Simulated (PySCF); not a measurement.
# CCSD(T)/STO-6G run of SiCl2 (SMILES Cl[Si]Cl)

Aim: the energy change on altering one bond length of SiCl2 at CCSD(T)/STO-6G, from 2 runs. Input form: a Python script.

The results are computed with PySCF 2.14.0.

12 further runs of the same task are left out: 4 that didn't finish, 8 set aside as unsound or not needed.

## 1. The structure to begin with

SiCl2: 3 atoms, total charge 0, spin state singlet. SMILES: `Cl[Si]Cl`. Geometry: relaxed at PBE0-D4/def2-TZVP.

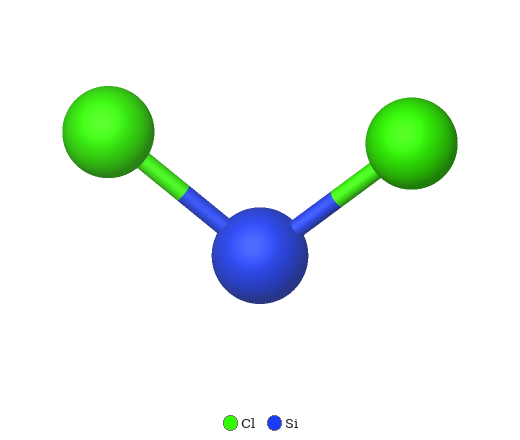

Viewed from a chosen angle; chlorine green, silicon blue.

## 2. The energy at CCSD(T)/STO-6G

run.py

```python
from pyscf import gto, cc

mol = gto.Mole()
mol.atom = '''
Cl     0.293800     1.603800     0.338000
Si    -0.770100    -0.010400    -0.422000
Cl     0.476300    -1.593400     0.084000
'''
mol.basis = 'sto-6g'
mol.max_memory = 1860
mol.verbose = 3
mol.spin = 0
mol.build()

calc0 = mol.RHF()
calc0.conv_tol = 1e-10
calc0.kernel()
if not calc0.converged:
    calc0 = calc0.newton().run(calc0.mo_coeff, calc0.mo_occ)

mycc = cc.CCSD(calc0, frozen=15)
mycc.kernel()
e_t = mycc.ccsd_t()
e_tot = mycc.e_tot + e_t
print('E(%s) = %.9f' % ('CCSD(T)', e_tot))
```

On the command line:

```console
$ OMP_NUM_THREADS=1 python run.py
```

Standard output:

```text
converged SCF energy = -1203.94036267243
E(CCSD) = -1203.990849291446  E_corr = -0.05048661901798952
CCSD(T) correction = -0.00226227609034028
E(CCSD(T)) = -1203.993111568
```

Run time: 1.1 s. Hardware: 1 thread of Arm Neoverse V2, shared host; peak memory 0.12 GiB.

## 3. The distorted shape

input.py

```python
from pyscf import gto, cc

mol = gto.M(
    atom='''
Cl  -0.703348   2.870235  -0.066811
Si  -1.767248   1.256035  -0.826811
Cl   0.476300  -1.593400   0.084000
''',
    max_memory=1860,
    spin=0,
    basis='sto-6g',
    verbose=4,
)

calc0 = mol.RHF()
calc0.conv_tol = 1e-10
calc0.kernel()
if not calc0.converged:
    calc0 = calc0.newton().run(calc0.mo_coeff, calc0.mo_occ)

mycc = cc.CCSD(calc0, frozen=15)
mycc.kernel()
e_t = mycc.ccsd_t()
e_final = mycc.e_tot + e_t
print('Final energy', e_final)
```

On the command line:

```console
$ OMP_NUM_THREADS=1 python input.py
```

Standard output:

```text
PySCF version 2.14.0

[INPUT] num. atoms = 3
[INPUT] num. electrons = 48
[INPUT] charge = 0
[INPUT] spin (= nelec alpha-beta = 2S) = 0
[INPUT] symmetry False subgroup None
[INPUT] Mole.unit = angstrom
[INPUT] Symbol           X                Y                Z      unit          X                Y                Z       unit  Magmom
[INPUT]  1 Cl    -0.703348000000   2.870235000000  -0.066811000000 AA   -1.329135090261   5.423958063141  -0.126254492108 Bohr   0.0
[INPUT]  2 Si    -1.767248000000   1.256035000000  -0.826811000000 AA   -3.339614714185   2.373562152868  -1.562446346778 Bohr   0.0
[INPUT]  3 Cl     0.476300000000  -1.593400000000   0.084000000000 AA    0.900076553130  -3.011089606882   0.158736994463 Bohr   0.0

nuclear repulsion = 127.417260284355
number of shells = 15
number of NR pGTOs = 162
number of NR cGTOs = 27
basis = sto-6g
ecp = {}

[... 45 lines left out ...]
converged SCF energy = -1203.74248122635
[... 12 lines left out ...]
Init t2, MP2 energy = -1203.80368143111  E_corr(MP2) -0.0612002047607456
[... 31 lines left out ...]
CCSD converged
[... 2 lines left out ...]
Final energy -1203.8468472599668
```

Wall time 1.1 s (1 thread of Arm Neoverse V2, shared host); peak memory 0.12 GiB.

## 4. What came out

Level: CCSD(T)/STO-6G, 15 core orbitals frozen.

| quantity | value |
| --- | --- |
| first shape: total energy | -1203.99311 Eh |
| first shape: dipole moment (Hartree–Fock density) | 3.17 D |
| first shape: HOMO energy (Hartree–Fock orbitals) | -8.42 eV |
| first shape: LUMO energy (Hartree–Fock orbitals) | 3.68 eV |
| first shape: HOMO–LUMO gap (Hartree–Fock orbitals) | 12.11 eV |
| first shape: correlation energy (15 core orbitals frozen) | -52.7 mEh |
| first shape: (T) correction | -2.26 mEh |
| first shape: T1 diagnostic | 0.012 |
| distorted shape: total energy | -1203.84685 Eh |
| distorted shape: dipole moment (Hartree–Fock density) | 11.76 D |
| distorted shape: HOMO energy (Hartree–Fock orbitals) | -4.65 eV |
| distorted shape: LUMO energy (Hartree–Fock orbitals) | 0.67 eV |
| distorted shape: HOMO–LUMO gap (Hartree–Fock orbitals) | 5.32 eV |
| distorted shape: correlation energy (15 core orbitals frozen) | -104.4 mEh |
| distorted shape: (T) correction | -9.37 mEh |
| distorted shape: T1 diagnostic | 0.119 |
| energy change with the Si2–Cl3 bond stretched from 2.077 to 3.739 Å | 3.980 eV |

In words: One bond (distorted shape) is far stretched, which a spin-restricted single reference describes badly; perturbation theory on it can break down and give far too much correlation. With the Si2–Cl3 bond stretched from 2.077 to 3.739 Å the energy rises by 3.98 eV (384 kJ/mol). The first shape isn't relaxed at this level, so the change isn't measured from a minimum. A restricted reference can't describe the breaking bond well at this length. The minimal basis adds a large error of its own. The triples (first shape) make up 4.3 % of the correlation energy. The T1 diagnostic (distorted shape) of 0.119 is above the customary mark for such species, so a single reference may not serve. The triples (distorted shape) make up 9.0 % of the correlation energy.
